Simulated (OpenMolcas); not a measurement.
Tm²⁺: multiconfigurational calculation

Tm²⁺, among 8 point charges of −2 e at 2.63 Å, hexagonal bipyramid (D6h), axial distortion 0.91, whose field is part of the energies. Computed at this level: state-averaged SS-CASPT2, IPEA shift 0.25, imaginary shift 0.1 hartree, closed shells 5s 5p correlated, active space 13 electrons in the shell 4f, basis ANO-RCC-VDZP, DKH2 scalar Hamiltonian, spin-orbit coupling by RASSI with atomic mean-field integrals (OpenMolcas).

**The program's output (extracts)**
```
--- CASPT2 ---
Orbital specifications:
      -----------------------

      Symmetry species                           1   2
                                                ag  au
      Frozen orbitals                           14   9
      Inactive orbitals                          1   3
      Active orbitals                            0   7
      Secondary orbitals                        21  13
      Deleted orbitals                           0   0
      Number of basis functions                 36  32
Type of calculation                        SS-CASPT2
      Fock operator                              state-specific
      IPEA shift                                 0.25
      Real shift                                 0.00
      Imaginary shift                            0.10
      The input orbitals will be transformed to quasi-canonical
Reference energy:      -13560.7004140833
      E2 (Non-variational):      -1.0213129821
      Shift correction:          -0.0003343066
      E2 (Variational):          -1.0216472887
      Total energy:          -13561.7220613720
      Residual norm:              0.0000001787
      Reference weight:           0.86144
      Contributions to the CASPT2 correlation energy
      Active & Virtual Only:         -0.5651974678
      One Inactive Excited:          -0.3109496650
      Two Inactive Excited:          -0.1451658492
Reference energy:      -13560.6999076032
      E2 (Non-variational):      -1.0211641281
      Shift correction:          -0.0003343646
      E2 (Variational):          -1.0214984927
      Total energy:          -13561.7214060959
      Residual norm:              0.0000001839
      Reference weight:           0.86145
      Contributions to the CASPT2 correlation energy
      Active & Virtual Only:         -0.5650750434
      One Inactive Excited:          -0.3109214601
      Two Inactive Excited:          -0.1451676247
::    CASPT2 Root  1     Total energy: -13561.72206137
::    CASPT2 Root  2     Total energy: -13561.72140610
::    CASPT2 Root  3     Total energy: -13561.71747849
::    CASPT2 Root  4     Total energy: -13561.71781547
::    CASPT2 Root  5     Total energy: -13561.71781552
::    CASPT2 Root  6     Total energy: -13561.71754113
::    CASPT2 Root  7     Total energy: -13561.71754070
```

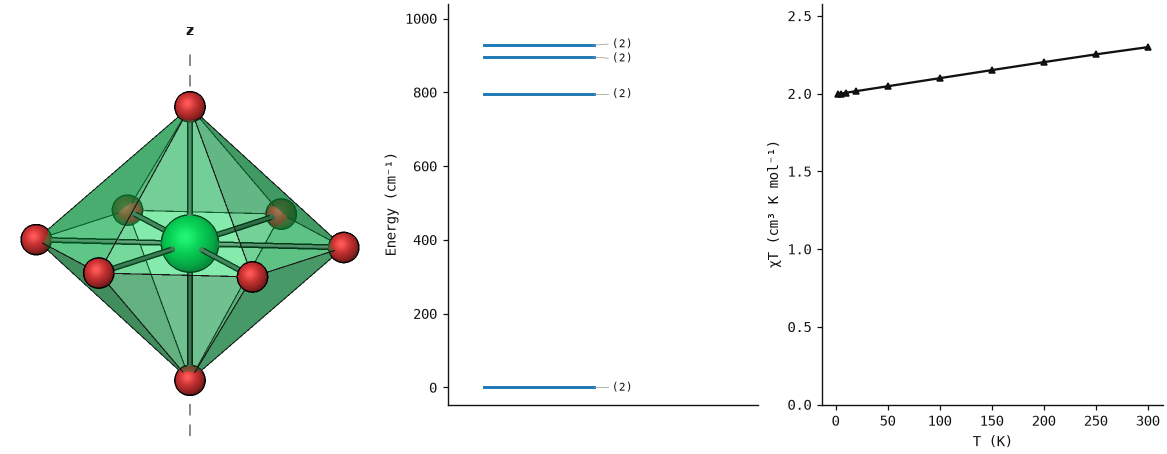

Tm²⁺ (4f¹³) among 8 point charges of −2 e at 2.63 Å, arranged as: hexagonal bipyramid (D6h), axial distortion 0.91, with its levels and susceptibility. Labels give the representation in O, Td, D4 or D3 as the site allows (double group for half-integer spin) where it could be assigned and, in brackets, the degeneracy; spin-free states, where drawn, share the zero of the spin-orbit levels. Powder susceptibility by Van Vleck's formula. The ground level is a Kramers doublet, 100 % from states of spin multiplicity 2, effective J = 3.50, with |mJ| = 7/2 the largest share (100 %). Its principal g values are 0.25, 0.25 and 7.98, easy-axis. The next level lies at 796 cm⁻¹. The lowest J multiplet spreads over 928 cm⁻¹. χT is 2.00 cm³ K mol⁻¹ at 2 K and 2.30 at 300 K, an effective moment of 4.29 μB.

**Input**
```
&GATEWAY
Coord
1

Tm 0.0 0.0 0.0
Basis=ANO-RCC-VDZP
Group=XYZ
NoMove
AngMom=0.0 0.0 0.0
AMFI
XField
4 Angstrom 0
2.630000 0.000000 0.000000 -2.000000
1.315000 2.277647 0.000000 -2.000000
1.315000 -2.277647 0.000000 -2.000000
0.000000 0.000000 2.393300 -2.000000
&SEWARD
&RASSCF
FileOrb=start.orb
Symmetry=2
Spin=2
nActEl=13 0 0
Inactive=15 12
Ras2=0 7
CIRoot=7 7 1
SDav=7
CIMx=300
Iter=120 100
PrWF=0.3
OrbListing=Nothing
MaxOrb=0
>>> COPY $Project.JobIph JOB001
&RASSI
NrOfJobIphs=1 7
1 2 3 4 5 6 7
IphNames
JOB001
EJob
SpinOrbit
DIPRint=1.0
SOCoupling=1000.0
Subsets=2
Property=9
'ANGMOM' 1 'ANGMOM' 2 'ANGMOM' 3 'MLTPL  1' 1 'MLTPL  1' 2 'MLTPL  1' 3
'AMFI' 1 'AMFI' 2 'AMFI' 3
SOProperty=3
'ANGMOM' 1 'ANGMOM' 2 'ANGMOM' 3
>>> COPY JOB001 $Project.JobIph
&CASPT2
Multistate=7 1 2 3 4 5 6 7
NoMult
Frozen=14 9
IPEA=0.25
Imaginary=0.1
MaxIter=60
WThr=0.0 0.3 0.05
PrWF=0.5
NoMix
```

The file start.orb holds starting orbitals from an earlier step. A driver script formed the levels outside the program, from RASSI's spin-orbit matrix and the CASPT2 energies (for multi-state variants, the effective Hamiltonian), averaged over the components of each term or state. The log and the time are those of the CASPT2 step.

Command:
```bash
OMP_NUM_THREADS=1 MOLCAS_MEM=2252 MOLCAS_PROJECT=a pymolcas a.inp > a.log  # once for each step of the input, in one work folder
```

**Results in brief**

```
                                 quantity                                                                 value
                                  outcome                                                             converged
      energy of the lowest spin-free term                                                  −13561.72206 hartree
    energy of the lowest spin-orbit level                                                  −13561.73906 hartree
                CASPT2 correlation energy                                                       −1.0216 hartree
largest spread among components of a term                                                              0.1 cm⁻¹
                  lowest reference weight                                                                 0.861
                                 hardware  1 thread of Arm Neoverse V1, 24 GiB of memory available, shared host
                                wall time                                                                 1.5 s
```

**Notes**

Limits: point charges have no covalency.
